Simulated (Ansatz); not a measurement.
# Calculations on CH6BNSi

Part 1: Relaxation

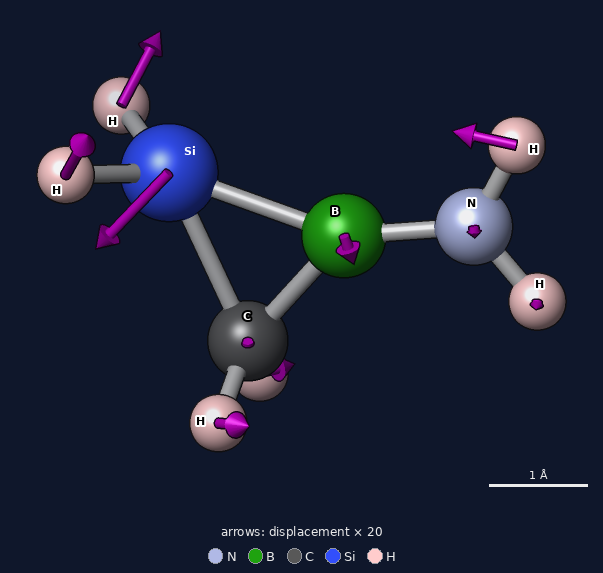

This is a relaxation of CH$_{6}$BNSi. The starting structure is drawn; purple arrows show the displacements, magnified 20 times. The two geometries are superimposed by the best rigid fit.

Style: ball-and-stick. Shown at a tilt.

The run prepares an end point of a later path (torsion) calculation, from a guessed geometry.

Theory: RKS BHLYP/def2-SVP (Ansatz 0.2.0). Set-up: no spin polarisation; force threshold 0.015 eV/Å; at most 40 steps.

What happened in the run?

The energy falls by 0.054 eV in 5 accepted moves (6 points after the start). Largest force component: 0.66 eV/Å at the start, 0.0029 eV/Å at the end. The line search rejected the trial step at point 4 of the run. The largest move after the best rigid fit is that of the Si atom, 0.060 Å. By element the largest moves are Si 0.060 Å, H 0.051 Å, B 0.018 Å, N 0.007 Å, C 0.005 Å. Near-neighbour distances that change, for instance: B–Si 1.915 → 1.950 Å, C–Si 1.927 → 1.908 Å, H–Si 1.464 → 1.478 Å, C–H 1.083 → 1.092 Å. Among the angles between lasting bonds that change: H–Si–H 109.4° → 112.2°, C–Si–H 114.3° → 116.6°, C–Si–H 114.2° → 116.5°.

Part 2: Relaxation

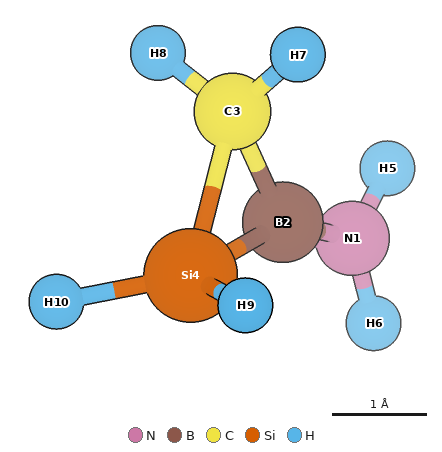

CH6BNSi, before the relaxation. Style: ball-and-stick. Shown from a free direction.

The run prepares an end point of a later path (torsion) calculation, from a guessed geometry.

The calculation used RKS BHLYP/def2-SVP in Ansatz 0.2.0.

Input
```yaml
crystal:
  periodic: [false, false, false]
  atoms:
    - { symbol: "N", position_ang: [-1.54172, 0.47285, -1.02953] }
    - { symbol: B, position_ang: [-0.41451, 0.21574, -0.28384] }
    - { symbol: C, position_ang: [0.69396, 1.0243, 0.4797] }
    - { symbol: Si, position_ang: [0.91654, -0.8893, 0.53787] }
    - { symbol: H, position_ang: [-1.89953, 1.39334, -1.23121] }
    - { symbol: H, position_ang: [-2.11012, -0.25433, -1.43826] }
    - { symbol: H, position_ang: [1.40433, 1.61723, -0.08396] }
    - { symbol: H, position_ang: [0.43995, 1.54232, 1.3967] }
    - { symbol: H, position_ang: [2.13077, -1.37491, -0.12033] }
    - { symbol: H, position_ang: [0.82944, -1.46173, 1.88202] }
basis:
  gaussian: { orbitals: def2-SVP }
hamiltonian:
  xc: { name: BHLYP }
relax:
  f_tol: 0.015
  max_steps: 40
```

Command:
```bash
ansatz run input.yaml --threads 1 --pin off --max-ram 2048MiB --backend cpu --events-out ev --progress --plain --runs-dir out
```

Q: Where does the relaxation end?

A: The atom that moves furthest after the best rigid fit is Si4 (0.062 Å). Largest moves by element: Si 0.062 Å, H 0.046 Å, B 0.013 Å, C 0.004 Å, N 0.003 Å. Some distances before and after: B2–Si4 1.915 → 1.950 Å, C3–Si4 1.927 → 1.908 Å, Si4–H10 1.464 → 1.478 Å, C3–H7 1.083 → 1.092 Å. Bond angles that change, for instance: H9–Si4–H10 109.4° → 112.2°, C3–Si4–H9 114.3° → 116.6°, C3–Si4–H10 114.2° → 116.4°. Over 5 geometry steps the energy falls by 0.055 eV. Largest force component: 0.79 eV/Å at the start, 0.0059 eV/Å at the end. Cost: 26 s on 1 thread of Arm Neoverse V1, with other jobs on the host, peak memory 0.17 GiB.

History of the run:

```json
{"step": "0", "E − E(0), eV": "0.0000", "largest force component, eV/Å": "0.7870"}
{"step": "1", "E − E(0), eV": "-0.0508", "largest force component, eV/Å": "0.1903"}
{"step": "2", "E − E(0), eV": "-0.0545", "largest force component, eV/Å": "0.0792"}
{"step": "3", "E − E(0), eV": "-0.0551", "largest force component, eV/Å": "0.0331"}
{"step": "4", "E − E(0), eV": "-0.0552", "largest force component, eV/Å": "0.0150"}
{"step": "5", "E − E(0), eV": "-0.0552", "largest force component, eV/Å": "0.0059"}
```

Final geometry:

```xyz
10

N    -1.5424    0.4700   -1.0286
B    -0.4123    0.2286   -0.2863
C     0.6939    1.0278    0.4771
Si    0.9622   -0.8594    0.5676
H    -1.8833    1.3986   -1.2158
H    -2.1003   -0.2623   -1.4307
H     1.3981    1.6222   -0.1094
H     0.4090    1.5434    1.3971
H     2.1323   -1.3977   -0.1573
H     0.7918   -1.4855    1.8954
```

The end point in the same view:

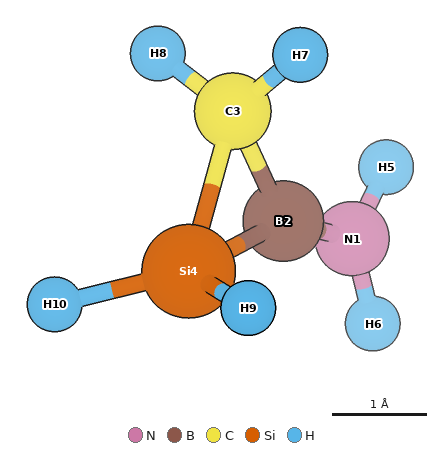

Part 3: Path

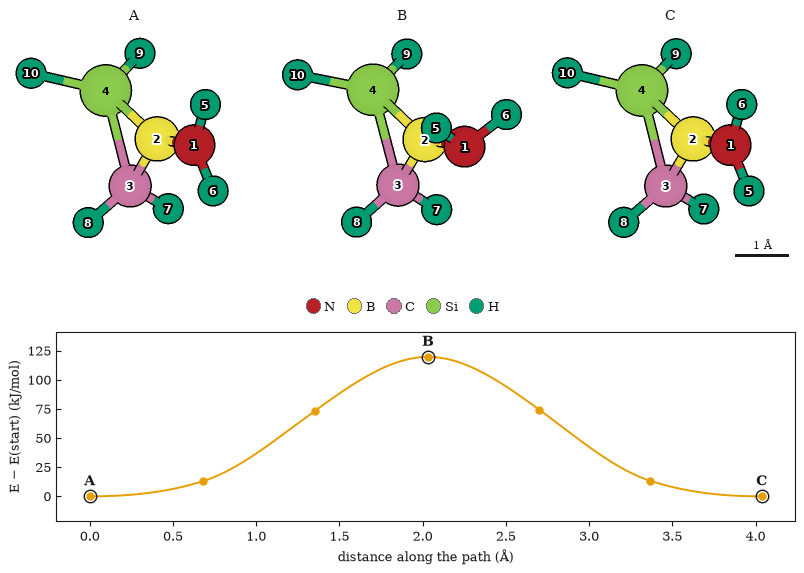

A nudged-elastic-band calculation for CH₆BNSi. Images are numbered from 0 (start) to 6 (end). Frames A to C are images 0, 3, 6. A ball-and-stick model, seen from a free direction.

The calculation used RKS BHLYP/def2-SVP in Ansatz. Settings: 5 movable images; climbing image; force threshold 0.05 eV/Å; iteration limit 60; starting path through a guess of the saddle point.

**What happens along the path, and what is the barrier?**

The barrier is about 119.8 kJ/mol in both directions, with image 3 at the top; the ends have the same energy. The motion is a rotation about the N1–B2 bond by about 180°. No bond forms or breaks between the ends. Among the angles between lasting bonds that change up to the highest image: B2–N1–H5 123.1° → 109.6°, H5–N1–H6 114.1° → 103.4°. The band converged in 7 iterations. The largest component of the band force went from 17 to 0.044 eV/Å. The climbing image converged on the top of the path. Its vibrational analysis gives 2 imaginary modes over 30i cm⁻¹, so it isn't confirmed as a transition state.

The run took 2.4 min on 1 thread of Arm Neoverse V1, on a shared host, peak memory 0.17 GiB.
